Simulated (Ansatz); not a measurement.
```xyz
11

C     0.9623   -1.5667   -0.6071
N     0.2372   -0.4107   -0.2642
W    -0.4491    1.1376    0.1519
O    -1.8088    0.5393    1.2768
F    -0.8976    1.5835   -1.5921
F    -1.0506    2.9175    0.5424
Cl    1.4767    1.7898    1.1950
H     0.9989   -1.6935   -1.6941
H     1.9887   -1.4846   -0.2307
H     0.5060   -2.4604   -0.1680
H    -1.8980   -0.4086    1.4106
```

Geometry: PBE0-D4/def2-TZVP; core potentials replace the inner electrons of W.

Method: RKS PBE0-D4/def2-TZVPP (Ansatz 0.2.0).

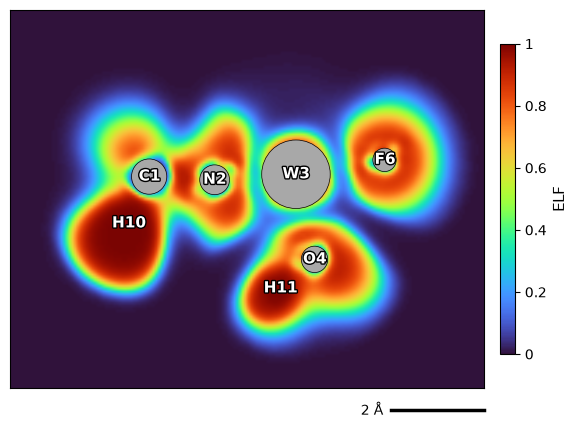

CH$_{4}$ClF$_{2}$NOW (SMILES C[N]=[W]([OH])([F])([F])[Cl]). ELF on the plane of atoms W3, O4 and H11. Grey discs cover the atomic cores.

### What does the map show?

The section cuts through C, N, W, O, F and H sites.
C–N (1.41 Å): the ELF peaks at about 0.90 between the atoms; localised, covalent bonding.
W–N (1.74 Å): the ELF peaks at about 0.75 in the valence shell of N, 0.5 Å from its nucleus, and drops to about 0.30 between the two atoms.
W–O (1.86 Å): the ELF peaks at about 0.85 in the valence shell of O, 0.5 Å from its nucleus, and drops to about 0.30 between the two atoms.
O–H (0.96 Å): the ELF climbs to about 1 towards the hydrogen, as it does in any bond to H: an ordinary covalent bond to hydrogen.
W–F (1.92 Å): the ELF peaks at about 0.85 in the valence shell of F, 0.5 Å from its nucleus, and drops to about 0.20 between the two atoms.
